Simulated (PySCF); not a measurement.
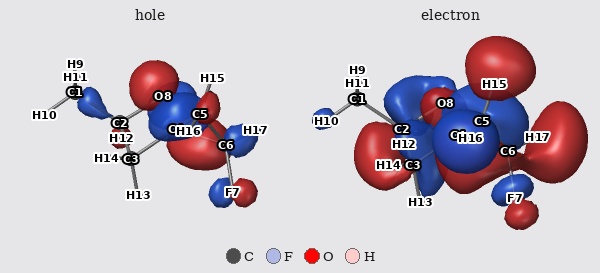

Figure 1: C6H9FO, SMILES `C[CH]1C[C@]2(C[CH]2F)O1`. Leading natural transition orbital pair of S₁ (TDA singlet states); the surfaces enclose about 78 % of each orbital's density.

Method: CAM-B3LYP/def2-SVP; geometry: GFN2-xTB; program: PySCF. No frequency check shows the geometry to be a minimum. Without diffuse functions Rydberg states are missing, so the states' numbers hold for this basis only.

Input

```python
import numpy as np
from pyscf import gto, scf, dft, tdscf
from pyscf.scf import atom_ks, atom_hf
from scipy.linalg import block_diag

def solve(mol, dm0=None, hcore=None):
    mf = (dft.UKS if mol.spin else dft.RKS)(mol, xc='camb3lyp')
    mf.grids.level = 3
    mf = mf.density_fit(auxbasis='def2-universal-jkfit')
    mf.conv_tol, mf.max_cycle = 1e-8, 80
    if hcore is not None:
        mf.get_hcore = lambda *args: hcore
    mf.kernel(dm0)
    if not mf.converged:
        mf = mf.newton().run(mf.mo_coeff, mf.mo_occ, max_cycle=30)
    assert mf.converged, 'SCF not converged'
    return mf

mol = gto.M(atom='''
C     -2.85667     0.08253     0.27356
C     -1.58902    -0.39328    -0.40730
C     -0.49445    -0.96356     0.51141
C      0.31668     0.21143     0.01196
C      1.27012     1.09154     0.75916
C      1.75181     0.24939    -0.39152
F      2.52740    -0.83865    -0.10540
O     -0.72707     0.69193    -0.81102
H     -3.46559     0.64351    -0.43024
H     -3.42257    -0.77277     0.63427
H     -2.60915     0.73026     1.11105
H     -1.82536    -1.02330    -1.27157
H     -0.10249    -1.93995     0.23764
H     -0.73047    -0.93892     1.57293
H      1.22132     2.15766     0.60760
H      1.55274     0.78058     1.75312
H      2.06061     0.70707    -1.32162
''', basis='def2-svp', charge=0, spin=0, verbose=4)
mf = solve(mol)
td = mf.TDA()
td.nstates, td.singlet, td.conv_tol = 5, True, 1e-5
td.kernel()
td.analyze()
x, y = np.array([p[0] for p in td.xy]), np.array([p[1] + 0 * p[0] for p in td.xy])
f, mu = td.oscillator_strength(), td.transition_dipole()
nto = [td.get_nto(state=i + 1, verbose=4) for i in range(len(td.e))]
# spherically averaged free atoms, for the promolecule
atm = atom_ks.get_atm_nrks(mol, xc='camb3lyp')
pro = block_diag(*[(atm[a[0]][2] * atm[a[0]][3]) @ atm[a[0]][2].T for a in mol._atom])
np.savez('result.npz', e=td.e, f=f, ok=td.converged, w=[n[0] for n in nto], nto=[n[1] for n in nto], x=x, y=y, c=mf.mo_coeff, occ=mf.mo_occ, eps=mf.mo_energy, pro=pro, mu=mu)
```

Run with:

```sh
OMP_NUM_THREADS=1 python input.py
```

The run took 16 min on 1 thread of Intel(R) Xeon(R) Processor @ 2.50GHz (Skylake/Cascade Lake), on a shared host, peak memory 0.92 GiB.

Question: Where does the state lie, and where do hole and electron sit?

Answer: 7.14 eV (174 nm), f = 0.001 (very weak); the leading pair carries 99 %; hole on O8 (36 %), C4 (17 %) and C6 (14 %), electron on C4 (16 %), C6 (15 %) and O8 (10 %); their centroids lie 0.6 Å apart. In canonical orbitals it is mainly HOMO → LUMO+1 (93 %). The HOMO–LUMO gap is 10.95 eV.
